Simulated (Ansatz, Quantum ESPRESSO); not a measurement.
# The work function of Mo(110), 5 layers, level by level, part 2 of 5

Aim: the work function of each face of Mo(110), 5 layers, and how it moves with functional, pseudopotentials and boundary condition.

Quantum ESPRESSO 7.5; plane-wave DFT, PBE, GBRV ultrasoft pseudopotentials; cross-check by Ansatz 0.2.0 with PAW datasets.

So far. Step 2 (Relaxing the ions): The relaxation lowers the energy by 11 meV an atom. On the free atoms the largest force ends at 0.022 eV/Å.

## (3) Ground state

The work function is the vacuum level less the Fermi level, so the run needs a vacuum wide enough for a flat potential.

File scf.in:

```
&control
  prefix = 'scf'
  outdir = './out'
  pseudo_dir = './pseudo'
  calculation = 'scf'
  tprnfor = .true.
/
&system
  ibrav = 0
  nat = 5
  ntyp = 1
  ecutwfc = 40
  ecutrho = 200
  occupations = 'smearing'
  smearing = 'mv'
  degauss = 0.02
/
&electrons
  conv_thr = 1e-07
  mixing_beta = 0.4
  electron_maxstep = 120
  mixing_mode = 'local-TF'
/
ATOMIC_SPECIES
  Mo  95.9500  mo_pbe_v1.uspp.F.UPF
CELL_PARAMETERS angstrom
  2.22738636073762 -1.57500000000000 0.00000000000000
  2.22738636073762 1.57500000000000 0.00000000000000
  0.00000000000000 0.00000000000000 24.90954544295050
ATOMIC_POSITIONS crystal
  Mo  0.000000000000 0.000000000000 0.323400908100
  Mo  0.500000000000 0.500000000000 0.409321888100
  Mo  0.000000000000 0.000000000000 0.500000000000
  Mo  0.500000000000 0.500000000000 0.590678111900
  Mo  0.000000000000 0.000000000000 0.676599091900
K_POINTS automatic
  10 10 1 0 0 0
```

Launch:

```sh
$ OMP_NUM_THREADS=1 mpirun -n 4 pw.x -nk 4 -in scf.in > scf.out
```

The program printed:

```text
[banner, memory and clock lines left out]
Program PWSCF v.7.5 starts
[citation notice left out]

[...]
Message from routine setup:
[...]
bravais-lattice index     =            0
     lattice parameter (alat)  =       5.1551  a.u.
     unit-cell volume          =    1179.4201 (a.u.)^3
     number of atoms/cell      =            5
     number of atomic types    =            1
     number of electrons       =        70.00
     number of Kohn-Sham states=           42
     kinetic-energy cutoff     =      40.0000  Ry
     charge density cutoff     =     200.0000  Ry
     scf convergence threshold =      1.0E-07
     mixing beta               =       0.4000
     number of iterations used =            8  local-TF  mixing
     Exchange-correlation= SLA  PW   PBE  PBE
                           (   1   4   3   4   0   0   0)

[...]
PseudoPot. # 1 for Mo read from file:
     ./pseudo/mo_pbe_v1.uspp.F.UPF
     Pseudo is Ultrasoft + core correction, Zval = 14.0
     Generated by new atomic code, or converted to UPF format
     Using radial grid of  889 points,  6 beta functions with:
                l(1) =   0
                l(2) =   0
                l(3) =   1
                l(4) =   1
                l(5) =   2
                l(6) =   2
     Q(r) pseudized with  6 coefficients,  rinner =    1.000   1.000   1.000
                                                       1.000   1.000

     atomic species   valence    mass     pseudopotential
     Mo               14.00    95.95000     Mo( 1.00)

      8 Sym. Ops., with inversion, found

[...]
number of k points=    31  Marzari-Vanderbilt smearing, width (Ry)=  0.0200
[...]
Dense  grid:    56473 G-vectors     FFT dimensions: (  24,  24, 216)

     Smooth grid:    40267 G-vectors     FFT dimensions: (  24,  24, 192)

     Check: negative core charge=   -0.000001

     Initial potential from superposition of free atoms

     starting charge      69.9947, renormalised to      70.0000

     negative rho (up, down):  3.565E-03 0.000E+00
     Starting wfcs are   65 randomized atomic wfcs

     per-process dynamical memory:    64.8 Mb

     Self-consistent Calculation

     iteration #  1     ecut=    40.00 Ry     beta= 0.40
     Davidson diagonalization with overlap
     ethr =  1.00E-02,  avg # of iterations =  2.0

     negative rho (up, down):  1.309E-03 0.000E+00

     total energy              =    -696.58900792 Ry
     estimated scf accuracy    <       2.32304757 Ry

     iteration #  2     ecut=    40.00 Ry     beta= 0.40
[...]
negative rho (up, down):  2.437E-04 0.000E+00

[...]
total energy              =    -696.49563361 Ry
     estimated scf accuracy    <       0.91971968 Ry

     iteration #  3     ecut=    40.00 Ry     beta= 0.40
[...]
negative rho (up, down):  7.573E-05 0.000E+00

[...]
total energy              =    -696.50467462 Ry
     estimated scf accuracy    <       0.12997549 Ry

     iteration #  4     ecut=    40.00 Ry     beta= 0.40
[...]
negative rho (up, down):  4.879E-05 0.000E+00

[...]
total energy              =    -696.51940963 Ry
     estimated scf accuracy    <       0.03133110 Ry

     iteration #  5     ecut=    40.00 Ry     beta= 0.40
[...]
negative rho (up, down):  1.128E-05 0.000E+00

[...]
total energy              =    -696.51435382 Ry
     estimated scf accuracy    <       0.01964111 Ry

     iteration #  6     ecut=    40.00 Ry     beta= 0.40
[...]
negative rho (up, down):  2.123E-05 0.000E+00

[...]
total energy              =    -696.51375568 Ry
     estimated scf accuracy    <       0.01161974 Ry

[...]
iteration # 14     ecut=    40.00 Ry     beta= 0.40
[...]
negative rho (up, down):  3.739E-03 0.000E+00

[...]
total energy              =    -696.51249968 Ry
     estimated scf accuracy    <       0.00000050 Ry

     iteration # 15     ecut=    40.00 Ry     beta= 0.40
[...]
negative rho (up, down):  3.714E-03 0.000E+00

[...]
total energy              =    -696.51250010 Ry
     estimated scf accuracy    <       0.00000054 Ry

     iteration # 16     ecut=    40.00 Ry     beta= 0.40
[...]
negative rho (up, down):  3.718E-03 0.000E+00

[...]
total energy              =    -696.51250016 Ry
     estimated scf accuracy    <       0.00000019 Ry

     iteration # 17     ecut=    40.00 Ry     beta= 0.40
[...]
negative rho (up, down):  3.700E-03 0.000E+00

[...]
End of self-consistent calculation

          k = 0.0000 0.0000 0.0000 (  4987 PWs)   bands (ev):

   -54.2154 -54.1608 -54.0455 -53.8473 -53.8444 -28.7846 -28.5583 -28.1140
   -27.9030 -27.8176 -27.7011 -27.6237 -27.5443 -27.5437 -27.5255 -27.5111
   -27.3684 -27.3591 -27.2477 -27.2477   0.2014   1.0931   1.8664   2.1246
     2.1865   3.7879   4.1015   4.7630   5.4019   5.5027   5.6534   5.7980
     5.8506   6.0252   6.2006   6.7934   7.5859   8.2099   8.3766   8.4069
     8.4981   8.5464

          k = 0.0612 0.0866 0.0000 (  5010 PWs)   bands (ev):

   -54.1980 -54.1459 -54.0352 -53.8372 -53.8348 -28.7491 -28.5464 -28.1640
   -27.9511 -27.8145 -27.8035 -27.5987 -27.5960 -27.5855 -27.5651 -27.5487
   -27.4199 -27.4010 -27.2878 -27.2876   0.5163   1.3900   2.1647   2.4269
     2.4971   3.8729   4.1616   4.8014   5.1736   5.3994   5.5290   5.6058
     5.7142   6.0396   6.4082   6.9051   7.2979   7.5285   8.0879   8.1469
     8.4261   8.4656

[...]
the Fermi energy is     7.1412 ev

!    total energy              =    -696.51250019 Ry
     estimated scf accuracy    <          8.5E-09 Ry
     smearing contrib. (-TS)   =      -0.00133166 Ry
     internal energy E=F+TS    =    -696.51116853 Ry

     The total energy is F=E-TS. E is the sum of the following terms:
     one-electron contribution =   -6168.71267787 Ry
     hartree contribution      =    3091.62723572 Ry
     xc contribution           =     -96.61993679 Ry
     ewald contribution        =    2477.19421041 Ry

     convergence has been achieved in  17 iterations

     negative rho (up, down):  3.700E-03 0.000E+00

     Forces acting on atoms (cartesian axes, Ry/au):

     atom    1 type  1   force =     0.00000000    0.00000000    0.00086731
     atom    2 type  1   force =     0.00000000    0.00000000    0.00062112
     atom    3 type  1   force =     0.00000000    0.00000000    0.00000000
     atom    4 type  1   force =     0.00000000    0.00000000   -0.00062112
     atom    5 type  1   force =     0.00000000    0.00000000   -0.00086731

     Total force =     0.001509     Total SCF correction =     0.000193
     SCF correction compared to forces is large: reduce conv_thr to get better values

[...]
```

It took 48 s on 4 MPI ranks of Arm Neoverse V2, shared host; peak memory 0.47 GiB; 3.2 min of CPU time.

The run needed 17 iterations to bring the estimated error under 1e-07 Ry; the largest force on any atom, held or free, is 0.02 eV/Å.

## (4) Potential by pp.x

The vacuum level is read from the electrostatic potential (plot_num = 11), averaged over planes.

File pot.in:

```
&inputpp
  prefix = 'scf'
  outdir = './out'
  filplot = 'pot.dat'
  plot_num = 11
/
```

Launch:

```sh
$ OMP_NUM_THREADS=1 mpirun -n 4 pp.x -in pot.in > pot.out
```

The program printed:

```text
[banner, memory and clock lines left out]
Program POST-PROC v.7.5 starts

          URL

     ./out/scf.save/

     IMPORTANT: XC functional enforced from input :
     Exchange-correlation= PBE
                           (   1   4   3   4   0   0   0)
     Any further DFT definition will be discarded
     Please, verify this is what you really want

     Check: negative core charge=   -0.000001

     negative rho (up, down):  3.700E-03 0.000E+00

     Calling punch_plot, plot_num =  11
     Writing data to file  pot.dat
     Message from routine chdens:
     namelist plot not found or invalid, exiting
```

Run time: 0.76 s. Hardware: 4 MPI ranks; peak memory 0.09 GiB.

Read from the output:

```
work function of the upper face                                       : 4.558 eV
slope of the potential above                                          : 7.78e-4 eV/Å
upper vacuum line continued to the top atoms, over the Fermi level    : 4.553 eV
work function of the lower face                                       : 4.558 eV
slope of the potential below                                          : -5.31e-4 eV/Å
lower vacuum line continued to the bottom atoms, over the Fermi level : 4.555 eV
```

The potential energy, planar mean oscillates, so the rows of the table below give means over windows of 2.19 Å about each position, cut where the curve ends. Its maxima inside the range that stand out by 2 % of the span (Å: eV): 9.1: -3.01, 11.3: -2.02, 13.6: -2.02, 15.8: -3.01. Its minima: 8.1: -34.3, 10.1: -34.5, 12.5: -34.7, 14.8: -34.5, 16.8: -34.3.

Electrostatic potential energy of an electron; zero at the Fermi level. Potential energy, planar mean against z; means over each step:

```tsv
z (Å)	potential energy, planar mean (eV)
1.09	4.56
3.29	4.56
5.48	4.18
7.67	-15.1
9.86	-16.8
12.05	-16.3
14.24	-16.3
16.43	-16.7
18.62	2.02
20.81	4.54
23.00	4.56
```

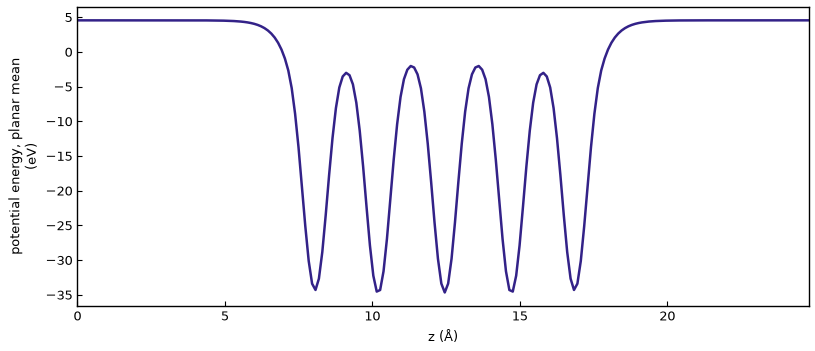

Potential energy, planar mean, plotted against z.

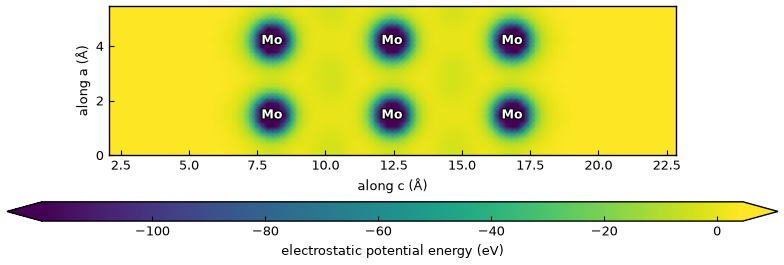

Electrostatic potential energy in the ca plane at fractional y = 0.000, with atoms of Mo within 0.2 Å of it. With pseudopotentials it is smooth inside the atoms' cores, unlike the true potential. The map starts off the cell's origin, so that atoms lie inside it. The far vacuum is left out of the map.

The vacuum is flat to 0.8 meV/Å, so its level is well defined. Inside the slab the curve depends on the local part of the pseudopotentials; only the vacuum level has a meaning of its own.

## (5) Planar and running averages

average.x takes the planar mean and smooths it over a window of one repeat.

File avg.in:

```
1
pot.dat
1.0
447
3
4.2091501955
```

Launch:

```sh
$ OMP_NUM_THREADS=1 average.x < avg.in > avg.out
```

The program printed:

```text
[banner, memory and clock lines left out]
Program AVERAGE v.7.5 starts

          URL

     Reading header from file  pot.dat
     Reading data from file  pot.dat
     Output written to file avg.dat

[...]
```

The job ended after 0.5 s (1 MPI rank; peak memory 0.1 GiB).

This step gave:

```
average.x's running mean inside the slab, on the run's own zero                  : -8.909 eV
mean potential by an exact Fourier window inside the slab, on the run's own zero : -8.921 eV
```

The potential energy (planar mean) oscillates, so the rows of the table below give means over windows of 2.17 Å about each position, cut where the curve ends. Its maxima inside the range that stand out by 2 % of the span (Å: eV): 9.1: -3.01, 11.3: -2.01, 13.6: -2.01, 15.8: -3.01. Its minima: 8.1: -34.3, 10.2: -34.7, 12.5: -34.6, 14.7: -34.7, 16.8: -34.3.

Electrostatic potential energy of an electron; zero at the Fermi level; window 2.2274 Å. The potential energy by z; means over each step:

```tsv
z (Å)	planar mean (eV)	running mean (eV)
1.08	4.56	4.56
3.25	4.56	4.55
5.42	4.23	3.75
7.59	-14.8	-12.0
9.77	-16.9	-16.8
11.93	-16.2	-16.0
14.11	-16.1	-16.1
16.27	-16.8	-16.6
18.45	0.747	-1.97
20.62	4.53	4.50
22.79	4.56	4.56
```

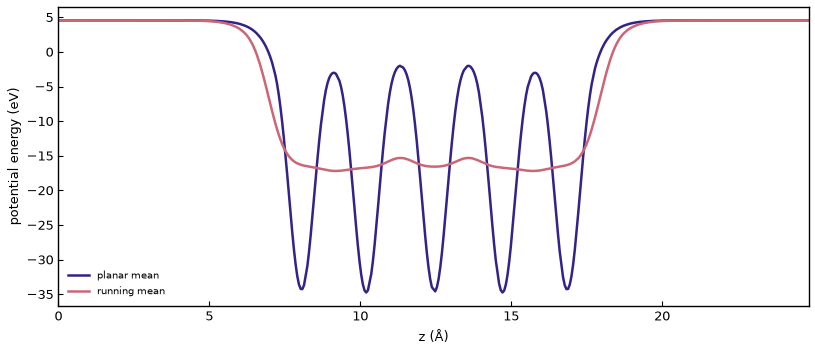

Potential energy against z.

Where the running mean is not flat inside, average.x's window, rounded to the grid, doesn't match the spacings there.

## (6) Density by pp.x

plot_num = 0 writes the valence density.

File rho.in:

```
&inputpp
  prefix = 'scf'
  outdir = './out'
  filplot = 'rho.dat'
  plot_num = 0
/
```

Launch:

```sh
$ OMP_NUM_THREADS=1 mpirun -n 4 pp.x -in rho.in > rho.out
```

The program printed:

```text
[banner, memory and clock lines left out]
Program POST-PROC v.7.5 starts

          URL

     ./out/scf.save/

     IMPORTANT: XC functional enforced from input :
     Exchange-correlation= PBE
                           (   1   4   3   4   0   0   0)
     Any further DFT definition will be discarded
     Please, verify this is what you really want

     Check: negative core charge=   -0.000001

     negative rho (up, down):  3.700E-03 0.000E+00

     Calling punch_plot, plot_num =   0
     Writing data to file  rho.dat
     Message from routine chdens:
     namelist plot not found or invalid, exiting
```

The job ended after 0.76 s (4 MPI ranks; peak memory 0.1 GiB).

Read from the output:

```
electrons by integration : 70.00 e
```

The valence density, planar mean oscillates, so the rows of the table below give means over windows of 2.19 Å about each position, cut where the curve ends. Its maxima inside the range that stand out by 2 % of the span (Å: e/Å³): 8.1: 1.48, 10.1: 1.48, 12.5: 1.48, 14.8: 1.48, 16.8: 1.48. Its minima: 9.1: 0.360, 11.3: 0.310, 13.6: 0.310, 15.8: 0.360.

Mean over planes. Table of valence density, planar mean by z; means over each step:

```tsv
z (Å)	valence density, planar mean (e/Å³)
3.29	7.0e-5
5.48	0.0109
7.67	0.829
9.86	0.919
12.05	0.894
14.24	0.892
16.43	0.923
18.62	0.0865
20.81	4.7e-4
23.00	3.1e-6
```

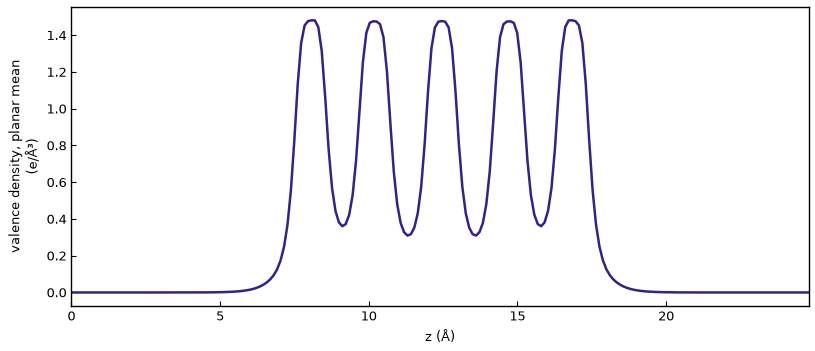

Valence density, planar mean against z.

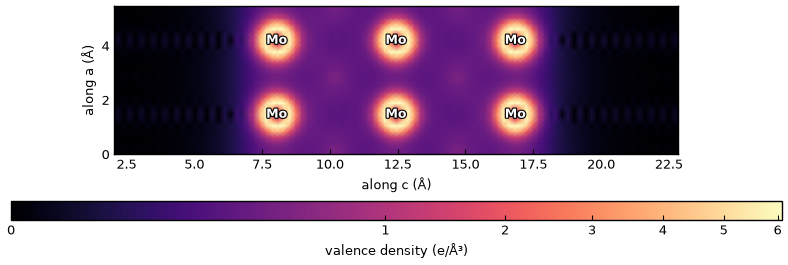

Valence density in the ca plane at fractional y = 0.000, with atoms of Mo within 0.2 Å of it. It is the smooth field of the valence electrons, not physical close to the nuclei. The map starts off the cell's origin, so that atoms lie inside it. The colour scale is stretched toward low values. The far vacuum is left out of the map.

The density integrates to 70.000 electrons, as the 70 of the input ask.

## (7) Projections on atomic orbitals

projwfc.x splits the states by atom and orbital; the spilling says how much the atomic basis misses.

File pdos.in:

```
&projwfc
  prefix = 'scf'
  outdir = './out'
  filpdos = 'pdos'
  Emin = -0.859
  Emax = 11.141
  DeltaE = 0.1
  ngauss = 0
  degauss = 0.01
/
```

Launch:

```sh
$ OMP_NUM_THREADS=1 mpirun -n 4 projwfc.x -in pdos.in > pdos.out
```

The program printed:

```text
[banner, memory and clock lines left out]
Program PROJWFC v.7.5 starts

          URL

     ./out/scf.save/

     IMPORTANT: XC functional enforced from input :
     Exchange-correlation= PBE
                           (   1   4   3   4   0   0   0)
     Any further DFT definition will be discarded
     Please, verify this is what you really want

     Check: negative core charge=   -0.000001

     negative rho (up, down):  3.700E-03 0.000E+00

     Gaussian broadening (read from input): ngauss,degauss=   0    0.010000

     Calling projwave ....
     one sub-group per band group will be used

     linear algebra parallelized on   4 procs

  Problem Sizes
  natomwfc =           65
  nx       =           33
  nbnd     =           42
  nkstot   =           31
  npwx     =         1324
  nkb      =           90

     Atomic states used for projection
     (read from pseudopotential files):

     state #   1: atom   1 (Mo ), wfc  1 (l=0 m= 1)
     state #   2: atom   1 (Mo ), wfc  2 (l=1 m= 1)
     state #   3: atom   1 (Mo ), wfc  2 (l=1 m= 2)
     state #   4: atom   1 (Mo ), wfc  2 (l=1 m= 3)
     state #   5: atom   1 (Mo ), wfc  3 (l=2 m= 1)
     state #   6: atom   1 (Mo ), wfc  3 (l=2 m= 2)
     state #   7: atom   1 (Mo ), wfc  3 (l=2 m= 3)
     state #   8: atom   1 (Mo ), wfc  3 (l=2 m= 4)
     state #   9: atom   1 (Mo ), wfc  3 (l=2 m= 5)
     state #  10: atom   1 (Mo ), wfc  4 (l=0 m= 1)
     state #  11: atom   1 (Mo ), wfc  5 (l=1 m= 1)
     state #  12: atom   1 (Mo ), wfc  5 (l=1 m= 2)
     state #  13: atom   1 (Mo ), wfc  5 (l=1 m= 3)
     state #  14: atom   2 (Mo ), wfc  1 (l=0 m= 1)
     state #  15: atom   2 (Mo ), wfc  2 (l=1 m= 1)
     state #  16: atom   2 (Mo ), wfc  2 (l=1 m= 2)
     state #  17: atom   2 (Mo ), wfc  2 (l=1 m= 3)
     state #  18: atom   2 (Mo ), wfc  3 (l=2 m= 1)
     state #  19: atom   2 (Mo ), wfc  3 (l=2 m= 2)
     state #  20: atom   2 (Mo ), wfc  3 (l=2 m= 3)
     state #  21: atom   2 (Mo ), wfc  3 (l=2 m= 4)
     state #  22: atom   2 (Mo ), wfc  3 (l=2 m= 5)
     state #  23: atom   2 (Mo ), wfc  4 (l=0 m= 1)
     state #  24: atom   2 (Mo ), wfc  5 (l=1 m= 1)
     state #  25: atom   2 (Mo ), wfc  5 (l=1 m= 2)
     state #  26: atom   2 (Mo ), wfc  5 (l=1 m= 3)
     state #  27: atom   3 (Mo ), wfc  1 (l=0 m= 1)
     state #  28: atom   3 (Mo ), wfc  2 (l=1 m= 1)
     state #  29: atom   3 (Mo ), wfc  2 (l=1 m= 2)
     state #  30: atom   3 (Mo ), wfc  2 (l=1 m= 3)
     state #  31: atom   3 (Mo ), wfc  3 (l=2 m= 1)
     state #  32: atom   3 (Mo ), wfc  3 (l=2 m= 2)
     state #  33: atom   3 (Mo ), wfc  3 (l=2 m= 3)
     state #  34: atom   3 (Mo ), wfc  3 (l=2 m= 4)
     state #  35: atom   3 (Mo ), wfc  3 (l=2 m= 5)
     state #  36: atom   3 (Mo ), wfc  4 (l=0 m= 1)
     state #  37: atom   3 (Mo ), wfc  5 (l=1 m= 1)
     state #  38: atom   3 (Mo ), wfc  5 (l=1 m= 2)
     state #  39: atom   3 (Mo ), wfc  5 (l=1 m= 3)
     state #  40: atom   4 (Mo ), wfc  1 (l=0 m= 1)
     state #  41: atom   4 (Mo ), wfc  2 (l=1 m= 1)
     state #  42: atom   4 (Mo ), wfc  2 (l=1 m= 2)
     state #  43: atom   4 (Mo ), wfc  2 (l=1 m= 3)
     state #  44: atom   4 (Mo ), wfc  3 (l=2 m= 1)
     state #  45: atom   4 (Mo ), wfc  3 (l=2 m= 2)
     state #  46: atom   4 (Mo ), wfc  3 (l=2 m= 3)
     state #  47: atom   4 (Mo ), wfc  3 (l=2 m= 4)
     state #  48: atom   4 (Mo ), wfc  3 (l=2 m= 5)
     state #  49: atom   4 (Mo ), wfc  4 (l=0 m= 1)
     state #  50: atom   4 (Mo ), wfc  5 (l=1 m= 1)
     state #  51: atom   4 (Mo ), wfc  5 (l=1 m= 2)
     state #  52: atom   4 (Mo ), wfc  5 (l=1 m= 3)
     state #  53: atom   5 (Mo ), wfc  1 (l=0 m= 1)
     state #  54: atom   5 (Mo ), wfc  2 (l=1 m= 1)
     state #  55: atom   5 (Mo ), wfc  2 (l=1 m= 2)
     state #  56: atom   5 (Mo ), wfc  2 (l=1 m= 3)
     state #  57: atom   5 (Mo ), wfc  3 (l=2 m= 1)
     state #  58: atom   5 (Mo ), wfc  3 (l=2 m= 2)
     state #  59: atom   5 (Mo ), wfc  3 (l=2 m= 3)
     state #  60: atom   5 (Mo ), wfc  3 (l=2 m= 4)
     state #  61: atom   5 (Mo ), wfc  3 (l=2 m= 5)
     state #  62: atom   5 (Mo ), wfc  4 (l=0 m= 1)
     state #  63: atom   5 (Mo ), wfc  5 (l=1 m= 1)
     state #  64: atom   5 (Mo ), wfc  5 (l=1 m= 2)
     state #  65: atom   5 (Mo ), wfc  5 (l=1 m= 3)

[... projections of each state ...]
Lowdin Charges:

     Atom #   1: total charge =  13.9745, s =  2.3002,
     Atom #   1: total charge =  13.9745, p =  6.7845, pz=  2.2026, px=  2.2873, py=  2.2946,
     Atom #   1: total charge =  13.9745, d =  4.8899, dz2=  0.9196, dxz=  0.8607, dyz=  1.0863, dx2-y2=  0.8893, dxy=  1.1339,
     Atom #   2: total charge =  13.9918, s =  2.2305,
     Atom #   2: total charge =  13.9918, p =  6.9298, pz=  2.3159, px=  2.3004, py=  2.3136,
     Atom #   2: total charge =  13.9918, d =  4.8314, dz2=  1.0151, dxz=  0.8039, dyz=  1.0893, dx2-y2=  0.8556, dxy=  1.0675,
     Atom #   3: total charge =  13.9918, s =  2.2308,
     Atom #   3: total charge =  13.9918, p =  6.9155, pz=  2.3033, px=  2.3053, py=  2.3069,
     Atom #   3: total charge =  13.9918, d =  4.8455, dz2=  1.0272, dxz=  0.7902, dyz=  1.0929, dx2-y2=  0.8696, dxy=  1.0657,
     Atom #   4: total charge =  13.9918, s =  2.2305,
     Atom #   4: total charge =  13.9918, p =  6.9298, pz=  2.3159, px=  2.3004, py=  2.3136,
     Atom #   4: total charge =  13.9918, d =  4.8314, dz2=  1.0151, dxz=  0.8039, dyz=  1.0893, dx2-y2=  0.8556, dxy=  1.0675,
     Atom #   5: total charge =  13.9745, s =  2.3002,
     Atom #   5: total charge =  13.9745, p =  6.7845, pz=  2.2026, px=  2.2873, py=  2.2946,
     Atom #   5: total charge =  13.9745, d =  4.8899, dz2=  0.9196, dxz=  0.8607, dyz=  1.0863, dx2-y2=  0.8893, dxy=  1.1339,
     Spilling Parameter:   0.0011
```

Wall time 1.5 s (4 MPI ranks); peak memory 0.1 GiB.

Read from the output:

| Property | Result |
| --- | --- |
| spilling of the projection | 0.0011 |

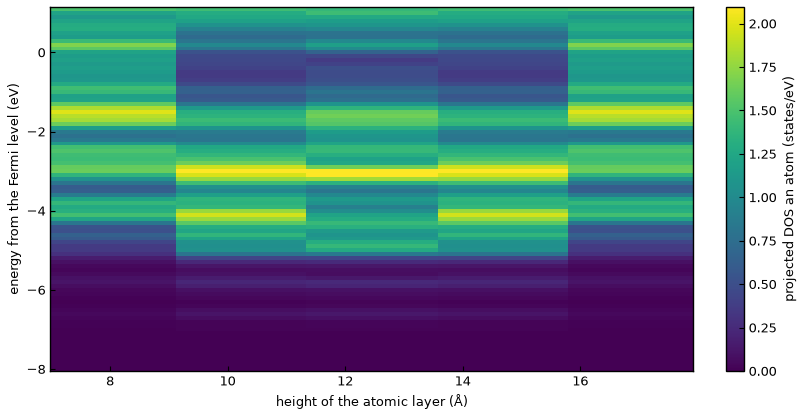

Projected DOS an atom over height of the atomic layer and energy from the Fermi level. Columns are the atomic layers from the bottom up.

The atomic orbitals miss 0.1 % of the occupied states; for empty states the projections can miss much more.

[end of part 2 of 5]

[Logs are printed without paths, hosts, clocks, repeated set-up lines and the standing remarks that a program may print on its own settings, such as how far it seeks lower states.]

[Hosts, paths, dates, database ids (printed as entryN), source tags and the programs' standing remarks are cut or masked in the printed files.]

[Maps of the electrostatic potential energy from Ansatz leave out the sawtooth potential of an applied field or a dipole correction, so their vacuum need not be flat; planar profiles and work functions include it.]
